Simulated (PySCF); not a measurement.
## SiH3OF: molecular dynamics (part 2 of 3)

The same run, continued: SiH3OF, SMILES O[SiH2]F; PBE0/6-311G**, RKS (PySCF 2.14.0). The geometry comes from this level: PBE0-D4/def2-TZVP.

Geometry of the input (Å):
```
O  -0.8535  -0.2092  -0.9241
Si 0.3783  -0.0093  0.1239
F  0.1808  -0.9228  1.4178
H  -1.7142  0.1502  -0.7056
H  1.5956  -0.4585  -0.5758
H  0.4551  1.3856  0.6176
```

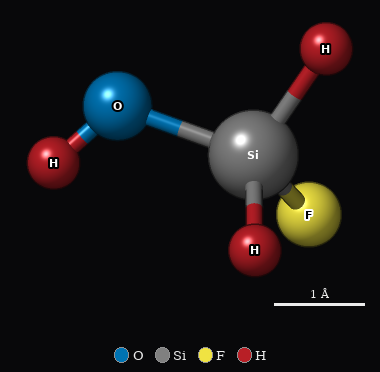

*The starting structure (ball-and-stick view, seen at a tilt).*

**Output, continued**
```
----------------------------------------------
Ekin =   0.0058931419160
Epot = -466.2140555317181
Etot = -466.2081623898022

BOMD Time 207.00
converged SCF energy = -466.213849851077
--------------- DFRKS_Scanner gradients ---------------
         x                y                z
0 O    -0.0100492819    -0.0068185054    -0.0100527681
1 Si     0.0085706548     0.0158468769     0.0034900150
2 F    -0.0013932215    -0.0079573374     0.0046309430
3 H     0.0050675133     0.0009030662     0.0027160682
4 H    -0.0051394729     0.0027222632     0.0031446666
5 H     0.0028668672    -0.0047562769    -0.0038152804
----------------------------------------------
----------- NVTBerendson final geometry -----------
         x                y                z
0 O    -1.6378107326    -0.4666569395    -1.7803644042
1 Si     0.7432091438     0.0107639176     0.2085502996
2 F     0.3525011797    -1.7849012398     2.6708501436
3 H    -3.1194305692     0.4550425083    -1.3082036299
4 H     3.0371175461    -0.8088451177    -1.0811033439
5 H     0.9327360172     2.6498175857     1.0416734608
----------------------------------------------
------------ NVTBerendson final velocity -----------
         x                y                z
0 O    -0.0001319506    -0.0003290596    -0.0001436464
1 Si     0.0001297728     0.0001217484    -0.0001364099
2 F     0.0000553650    -0.0001965476    -0.0000419613
3 H     0.0008112891     0.0006045998    -0.0000963248
4 H     0.0004438369     0.0001337088    -0.0001725779
5 H     0.0002611074     0.0004986609    -0.0004241693
----------------------------------------------
Ekin =   0.0057975324577
Epot = -466.2138498510766
Etot = -466.2080523186189

BOMD Time 227.70
converged SCF energy = -466.213607692635
--------------- DFRKS_Scanner gradients ---------------
         x                y                z
0 O    -0.0138920206    -0.0059496176    -0.0104554223
1 Si     0.0083118859     0.0168981827     0.0035123401
2 F    -0.0017195078    -0.0092928383     0.0059583574
3 H     0.0080288536    -0.0006465210     0.0021685588
4 H    -0.0039908836     0.0023474792     0.0024574782
5 H     0.0031830124    -0.0034206741    -0.0035282442
----------------------------------------------
----------- NVTBerendson final geometry -----------
         x                y                z
0 O    -1.6404949846    -0.4734849956    -1.7832931016
1 Si     0.7458857098     0.0132421868     0.2056843344
2 F     0.3536670641    -1.7889603446     2.6699443998
3 H    -3.1030635849     0.4675748238    -1.3105337994
4 H     3.0469941887    -0.8063677389    -1.0850773737
5 H     0.9378594794     2.6607954977     1.0332522046
----------------------------------------------
------------ NVTBerendson final velocity -----------
         x                y                z
0 O    -0.0001247427    -0.0003277458    -0.0001377715
1 Si     0.0001276158     0.0001162937    -0.0001391652
2 F     0.0000568368    -0.0001933148    -0.0000455364
3 H     0.0007454433     0.0006090682    -0.0001247856
4 H     0.0004996160     0.0001064551    -0.0002058269
5 H     0.0002295781     0.0005496050    -0.0003869468
----------------------------------------------
Ekin =   0.0056700234943
Epot = -466.2136076926354
Etot = -466.2079376691412

BOMD Time 248.40
converged SCF energy = -466.213338213678
--------------- DFRKS_Scanner gradients ---------------
         x                y                z
0 O    -0.0167875900    -0.0055137751    -0.0110078808
1 Si     0.0078314275     0.0177456969     0.0035444042
2 F    -0.0020447325    -0.0105742410     0.0072329492
3 H     0.0100776156    -0.0017328819     0.0018534479
4 H    -0.0026406106     0.0018902333     0.0016586971
5 H     0.0034835257    -0.0018828598    -0.0031689758
----------------------------------------------
----------- NVTBerendson final geometry -----------
         x                y                z
0 O    -1.6430020915    -0.4802965863    -1.7860979794
1 Si     0.7485200736     0.0156036605     0.2027587239
2 F     0.3548665308    -1.7929463324     2.6689550747
3 H    -3.0884077997     0.4803898187    -1.3133967758
4 H     3.0579098355    -0.8044148248    -1.0896691453
5 H     0.9422902616     2.6726902451     1.0255700724
----------------------------------------------
------------ NVTBerendson final velocity -----------
         x                y                z
0 O    -0.0001151571    -0.0003271051    -0.0001315938
1 Si     0.0001256746     0.0001104794    -0.0001420532
2 F     0.0000585563    -0.0001893996    -0.0000499551
3 H     0.0006512345     0.0006288444    -0.0001487498
4 H     0.0005422024     0.0000836946    -0.0002311693
5 H     0.0001944222     0.0005852330    -0.0003532644
----------------------------------------------
Ekin =   0.0055206092949
Epot = -466.2133382136781
Etot = -466.2078176043832

BOMD Time 269.10
converged SCF energy = -466.21305329294
--------------- DFRKS_Scanner gradients ---------------
         x                y                z
0 O    -0.0184597320    -0.0057372953    -0.0117935100
1 Si     0.0072100691     0.0184237471     0.0035668347
2 F    -0.0023681894    -0.0117960836     0.0084485068
3 H     0.0109368621    -0.0021206673     0.0018619149
4 H    -0.0011613967     0.0013780138     0.0007912412
5 H     0.0037603249    -0.0002190274    -0.0027626049
----------------------------------------------
----------- NVTBerendson final geometry -----------
         x                y                z
0 O    -1.6452894166    -0.4871036368    -1.7887718574
1 Si     0.7511180258     0.0178418700     0.1997701157
2 F     0.3561049892    -1.7968457778     2.6678645773
3 H    -3.0759501920     0.4937560328    -1.3167268265
4 H     3.0695681561    -0.8028832099    -1.0947018414
5 H     0.9459540240     2.6851609940     1.0185444519
----------------------------------------------
------------ NVTBerendson final velocity -----------
         x                y                z
0 O    -0.0001039460    -0.0003268064    -0.0001249864
1 Si     0.0001240417     0.0001043870    -0.0001451011
2 F     0.0000605367    -0.0001848537    -0.0000552059
3 H     0.0005402016     0.0006576581    -0.0001713615
4 H     0.0005697469     0.0000662277    -0.0002475830
5 H     0.0001558087     0.0006036856    -0.0003238382
----------------------------------------------
Ekin =   0.0053615184176
Epot = -466.2130532929396
Etot = -466.2076917745219

BOMD Time 289.80
converged SCF energy = -466.212759058343
--------------- DFRKS_Scanner gradients ---------------
         x                y                z
0 O    -0.0188235972    -0.0067378359    -0.0128388792
1 Si     0.0065272328     0.0189701676     0.0035604555
2 F    -0.0026885441    -0.0129537956     0.0096003977
3 H     0.0105223489    -0.0016855311     0.0022249209
4 H     0.0003722880     0.0008390155    -0.0001011357
5 H     0.0040065385     0.0014935958    -0.0023334826
----------------------------------------------
----------- NVTBerendson final geometry -----------
         x                y                z
0 O    -1.6473317876    -0.4939091532    -1.7913040776
1 Si     0.7536868194     0.0199517255     0.1967147845
2 F     0.3573880825    -1.8006460982     2.6666555654
3 H    -3.0659066188     0.5077834496    -1.3205345490
4 H     3.0816416748    -0.8016562217    -1.0999817968
5 H     0.9487802104     2.6978357433     1.0120811409
----------------------------------------------
------------ NVTBerendson final velocity -----------
         x                y                z
0 O    -0.0000919834    -0.0003263771    -0.0001177720
1 Si     0.0001227716     0.0000980755    -0.0001483231
2 F     0.0000627887    -0.0001797190    -0.0000612755
3 H     0.0004259168     0.0006871488    -0.0001964825
4 H     0.0005811644     0.0000545480    -0.0002545005
5 H     0.0001139590     0.0006038922    -0.0002990911
----------------------------------------------
Ekin =   0.0051990549289
Epot = -466.2127590583427
Etot = -466.2075600034137

BOMD Time 310.50
converged SCF energy = -466.212452202333
--------------- DFRKS_Scanner gradients ---------------
         x                y                z
0 O    -0.0180042279    -0.0084955015    -0.0141100276
1 Si     0.0058673561     0.0194229448     0.0035191771
2 F    -0.0030047679    -0.0140412441     0.0106813071
3 H     0.0089536446    -0.0004429065     0.0029049875
4 H     0.0018876440     0.0003004180    -0.0009774185
5 H     0.0042150267     0.0031792623    -0.0019057475
----------------------------------------------
----------- NVTBerendson final geometry -----------
         x                y                z
0 O    -1.6491227665    -0.5007052044    -1.7936799331
1 Si     0.7562344586     0.0219291051     0.1935888405
2 F     0.3587216687    -1.8043354582     2.6653109576
3 H    -3.0582003690     0.5223925382    -1.3249151155
4 H     3.0937878272    -0.8006099547    -1.1053079957
5 H     0.9507031970     2.7103278332     1.0060800149
----------------------------------------------
------------ NVTBerendson final velocity -----------
         x                y                z
0 O    -0.0000801297    -0.0003252960    -0.0001097669
1 Si     0.0001218836     0.0000915838    -0.0001517260
2 F     0.0000653225    -0.0001740336    -0.0000681491
3 H     0.0003218403     0.0007082483    -0.0002279875
4 H     0.0005761362     0.0000488518    -0.0002517978
5 H     0.0000691516     0.0005855715    -0.0002791730
----------------------------------------------
Ekin =   0.0050303500177
Epot = -466.2124522023329
Etot = -466.2074218523152

BOMD Time 331.20
converged SCF energy = -466.212124048094
--------------- DFRKS_Scanner gradients ---------------
         x                y                z
0 O    -0.0163026501    -0.0108488301    -0.0155104300
1 Si     0.0052993139     0.0198245954     0.0034261767
2 F    -0.0033155197    -0.0150570104     0.0116910802
3 H     0.0065328039     0.0014468210     0.0038033140
4 H     0.0033180915    -0.0002135606    -0.0017988697
5 H     0.0043812001     0.0047687245    -0.0014989543
----------------------------------------------
----------- NVTBerendson final geometry -----------
         x                y                z
0 O    -1.6506730101    -0.5074732464    -1.7958811054
1 Si     0.7587690851     0.0237705584     0.1903881597
2 F     0.3601118784    -1.8079029002     2.6638139057
3 H    -3.0524866192     0.5373157737    -1.3300411012
4 H     3.1056652285    -0.7996192129    -1.1104811856
5 H     0.9516636744     2.7222527292     1.0004402680
----------------------------------------------
------------ NVTBerendson final velocity -----------
         x                y                z
0 O    -0.0000691040    -0.0003231075    -0.0001008310
1 Si     0.0001213703     0.0000849358    -0.0001553176
2 F     0.0000681508    -0.0001678403    -0.0000758153
3 H     0.0002392226     0.0007127783    -0.0002690590
4 H     0.0005550943     0.0000490651    -0.0002397782
5 H     0.0000217174     0.0005492163    -0.0002640069
----------------------------------------------
Ekin =   0.0048476265383
Epot = -466.2121240480939
Etot = -466.2072764215556

BOMD Time 351.90
converged SCF energy = -466.211769923609
--------------- DFRKS_Scanner gradients ---------------
         x                y                z
0 O    -0.0141239668    -0.0135365542    -0.0169118114
1 Si     0.0048815828     0.0202126063     0.0032730038
2 F    -0.0036191330    -0.0159985680     0.0126279643
3 H     0.0036655425     0.0037211728     0.0047858060
4 H     0.0046059470    -0.0006818119    -0.0025327475
5 H     0.0045020660     0.0062020464    -0.0011299101
----------------------------------------------
----------- NVTBerendson final geometry -----------
         x                y                z
0 O    -1.6520061114    -0.5141867820    -1.7978870812
1 Si     0.7612986016     0.0254730289     0.1871082536
2 F     0.3615652417    -1.8113385523     2.6621475830
3 H    -3.0482188674     0.5521330305    -1.3361415323
4 H     3.1169489964    -0.7985627273    -1.1153126814
5 H     0.9516093511     2.7332437432     0.9950643959
----------------------------------------------
------------ NVTBerendson final velocity -----------
         x                y                z
0 O    -0.0000593874    -0.0003195202    -0.0000909038
1 Si     0.0001212082     0.0000781429    -0.0001591138
2 F     0.0000712924    -0.0001611922    -0.0000842726
3 H     0.0001855210     0.0006948455    -0.0003216687
4 H     0.0005191610     0.0000548791    -0.0002191368
5 H    -0.0000279877     0.0004960263    -0.0002533384
----------------------------------------------
Ekin =   0.0046473596507
Epot = -466.2117699236085
Etot = -466.2071225639579

BOMD Time 372.60
converged SCF energy = -466.211397762089
--------------- DFRKS_Scanner gradients ---------------
         x                y                z
0 O    -0.0118946322    -0.0162523365    -0.0181811564
1 Si     0.0046613977     0.0206208703     0.0030541614
2 F    -0.0039140350    -0.0168639392     0.0134908222
3 H     0.0007794092     0.0060708438     0.0057125424
4 H     0.0057029388    -0.0010869174    -0.0031520558
5 H     0.0045760551     0.0074288882    -0.0008121658
----------------------------------------------
----------- NVTBerendson final geometry -----------
         x                y                z
0 O    -1.6531528359    -0.5208153854    -1.7996769546
1 Si     0.7638303487     0.0270335542     0.1837440780
2 F     0.3630888195    -1.8146337707     2.6602949514
3 H    -3.0447398603     0.5663302882    -1.3434729526
4 H     3.1273437221    -0.7973276386    -1.1196316348
5 H     0.9504949986     2.7429651930     0.9898616715
----------------------------------------------
------------ NVTBerendson final velocity -----------
         x                y                z
0 O    -0.0000511750    -0.0003144532    -0.0000800134
1 Si     0.0001213606     0.0000712028    -0.0001631404
2 F     0.0000747725    -0.0001541494    -0.0000935309
3 H     0.0001636770     0.0006516564    -0.0003863577
4 H     0.0004700319     0.0000657895    -0.0001908873
5 H    -0.0000796137     0.0004277830    -0.0002467638
----------------------------------------------
Ekin =   0.0044383534733
Epot = -466.2113977620891
Etot = -466.2069594086158

BOMD Time 393.30
converged SCF energy = -466.211030664542
--------------- DFRKS_Scanner gradients ---------------
         x                y                z
0 O    -0.0099962534    -0.0186966070    -0.0192037456
1 Si     0.0046748899     0.0210784473     0.0027661164
2 F    -0.0041988024    -0.0176515397     0.0142789083
3 H    -0.0017423536     0.0081924500     0.0064621251
4 H     0.0065702125    -0.0014150592    -0.0036354394
5 H     0.0046028552     0.0084085936    -0.0005562040
----------------------------------------------
----------- NVTBerendson final geometry -----------
         x                y                z
0 O    -1.6541448816    -0.5273288037    -1.8012311034
1 Si     0.7663706561     0.0284488243     0.1802900864
2 F     0.3646902287    -1.8177809565     2.6582386210
3 H    -3.0413782733     0.5793678714    -1.3522886787
4 H     3.1365931579    -0.7958131699    -1.1232904821
5 H     0.9482820374     2.7511221852     0.9847513333
----------------------------------------------
------------ NVTBerendson final velocity -----------
         x                y                z
0 O    -0.0000443765    -0.0003080211    -0.0000682628
1 Si     0.0001217714     0.0000640928    -0.0001674209
2 F     0.0000786176    -0.0001467627    -0.0001036070
3 H     0.0001722114     0.0005836810    -0.0004622863
4 H     0.0004098179     0.0000811348    -0.0001562749
5 H    -0.0001328375     0.0003466859    -0.0002437427
----------------------------------------------
Ekin =   0.0042437183067
Epot = -466.2110306645421
Etot = -466.2067869462355

BOMD Time 414.00
converged SCF energy = -466.210702028854
--------------- DFRKS_Scanner gradients ---------------
         x                y                z
0 O    -0.0087274205    -0.0206126001    -0.0198964317
1 Si     0.0049486814     0.0216087481     0.0024066300
2 F    -0.0044722331    -0.0183599041     0.0149914997
3 H    -0.0035993142     0.0098255938     0.0069459255
4 H     0.0071774971    -0.0016556838    -0.0039666544
5 H     0.0045830609     0.0091093662    -0.0003698854
```
